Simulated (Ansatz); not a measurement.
```json
{"atom": "B", "x (Å)": "-0.7375", "y (Å)": "0.1717", "z (Å)": "0.4209"}
{"atom": "Cl", "x (Å)": "2.2411", "y (Å)": "1.9659", "z (Å)": "-1.5551"}
{"atom": "O", "x (Å)": "-1.8951", "y (Å)": "0.0231", "z (Å)": "1.1208"}
{"atom": "O", "x (Å)": "-0.3917", "y (Å)": "1.4506", "z (Å)": "0.0790"}
{"atom": "H", "x (Å)": "1.1376", "y (Å)": "1.8568", "z (Å)": "-0.8815"}
{"atom": "Si", "x (Å)": "0.4747", "y (Å)": "-1.3689", "z (Å)": "-0.1302"}
{"atom": "H", "x (Å)": "-2.1053", "y (Å)": "-0.8858", "z (Å)": "1.3434"}
{"atom": "H", "x (Å)": "-1.0276", "y (Å)": "2.1091", "z (Å)": "0.3836"}
{"atom": "H", "x (Å)": "1.8308", "y (Å)": "-1.2227", "z (Å)": "0.4594"}
{"atom": "H", "x (Å)": "-0.1200", "y (Å)": "-2.6436", "z (Å)": "0.3686"}
{"atom": "H", "x (Å)": "0.5928", "y (Å)": "-1.4560", "z (Å)": "-1.6089"}
```

The product side of a reaction path; geometry: PBE0-D4/def2-TZVP; a saddle point, not a minimum.

All numbers below come from RKS PBE0-D4/def2-TZVPP in Ansatz 0.2.0.

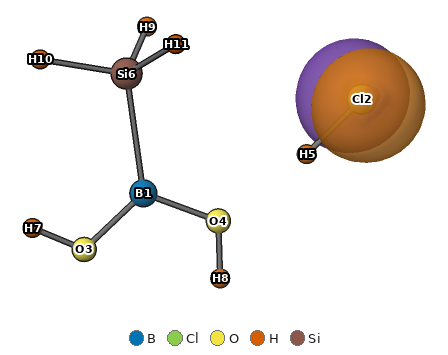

BH5O2Si···HCl. The HOMO−1 at ±0.2 Å⁻³ᐟ² (orange and purple are the two phases), seen at a tilt.

What is the character of this orbital?

By Hirshfeld shares it lies mainly on Cl2 (about 95 %); largely a lone pair of Cl2. Its energy is −8.74 eV.
